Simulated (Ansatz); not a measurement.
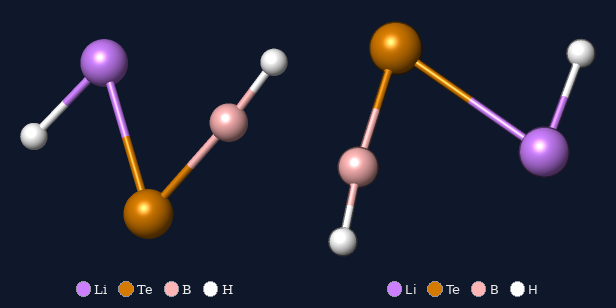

Both panels show the same species.

The geometry was computed by an optimisation with PBE0-D4/def2-TZVP. No frequency run is at hand to confirm it as a minimum.

What is the molecular formula?

Answer. BH₂LiTe, 5 atoms: 1 boron, 2 hydrogen, 1 lithium and 1 tellurium.

How many bonds of each kind are drawn?

Answer. 1 Li–Te, 1 B–Te, 1 Li–H, 1 B–H. Sticks follow a distance rule.

Which point group does it belong to?

Answer. Cs.

How many sets of symmetry-equivalent atoms are there?

Answer. 5: 1 Li, 1 Te, 1 B, 1 H, 1 H.

More results for the same structure follow; atom numbers are the same in all pictures, views and colours differ.

Electronic properties

No frequency run is at hand to confirm it as a minimum. Level of theory: RKS PBE0-D4/def2-TZVPP, core potentials on Te (Ansatz 0.2.0).

Give the LUMO energy (Kohn–Sham orbital) at this level.

Answer. −1.93 eV.

Estimate the HOMO energy (Kohn–Sham orbital).

Answer. −5.40 eV.

Dipole moment

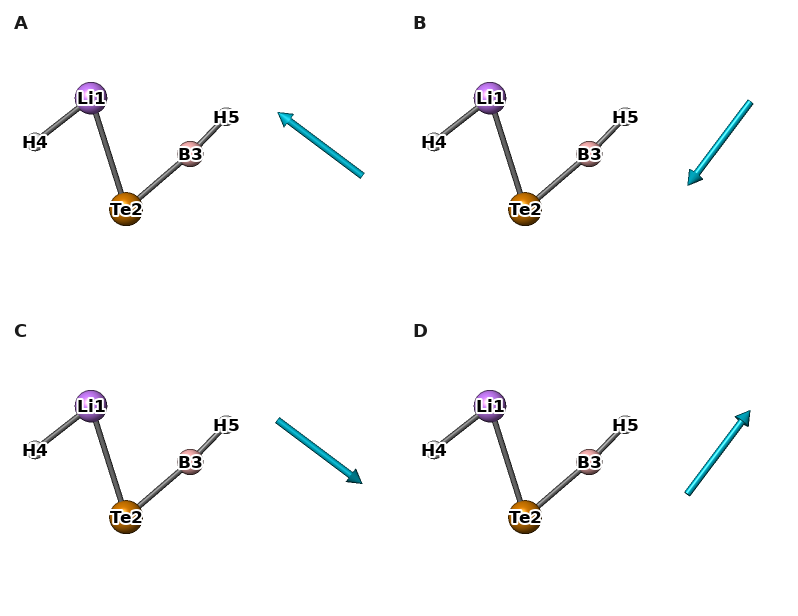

The same molecule four times, each with an arrow. No frequency run is at hand to confirm it as a minimum. Method: RKS PBE0-D4/def2-TZVP, core potentials on Te (Ansatz 0.2.0).

Which arrow points along the dipole moment, from the negative to the positive end?

Answer. D. The dipole moment is 3.50 D; it points from the side of Te2, H4 to the side of H5 (the outermost atoms at the two ends).

Charges

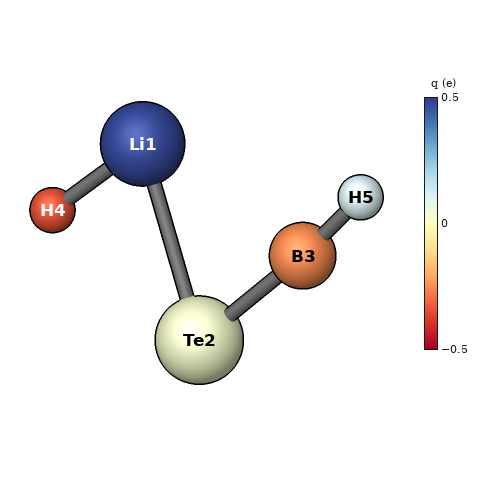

Atoms are coloured by their Mulliken charges. No frequency run is at hand to confirm it as a minimum. Level of theory: RKS PBE0-D4/def2-TZVP, core potentials on Te (Ansatz 0.2.0).

Which atom carries the highest charge (most positive or least negative)?

Answer. Li1 (0.46 e).

And the lowest?

Answer. H4 (−0.34 e).

Give the Mulliken charges atom by atom.

```csv
atom,value (e)
Li1,0.46
Te2,0.03
B3,−0.25
H4,−0.34
H5,0.10
```

Mulliken values depend strongly on the basis set and can even reverse the polarity of a bond.
